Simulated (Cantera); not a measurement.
Input: 1 mol CO2, 0.054 mol O2, 0.34 mol N2, 0.032 mol SO2, at 35.0 Pa.

Cantera equilibrium calculation (NASA polynomials, part measured and part estimated; ideal gas, pure solids and liquids). Candidate condensed phases: C, S; 35 gas species. The numbers say what is thermodynamically allowed, not how fast it happens.

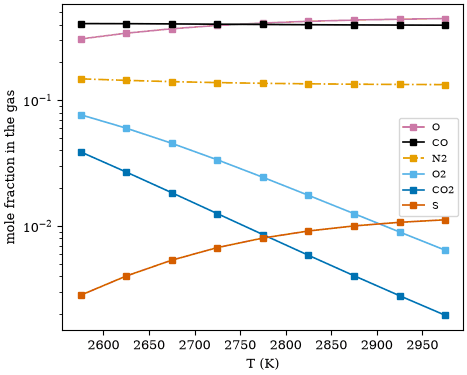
Figure: Equilibrium gas composition (values under 1e-9 drawn at 1e-9)

Task: Read off the mole fractions at 2925 K.

Result: O about 0.44, CO about 0.40, N2 about 0.13, S about 0.011, O2 about 0.0090, CO2 about 0.0028.
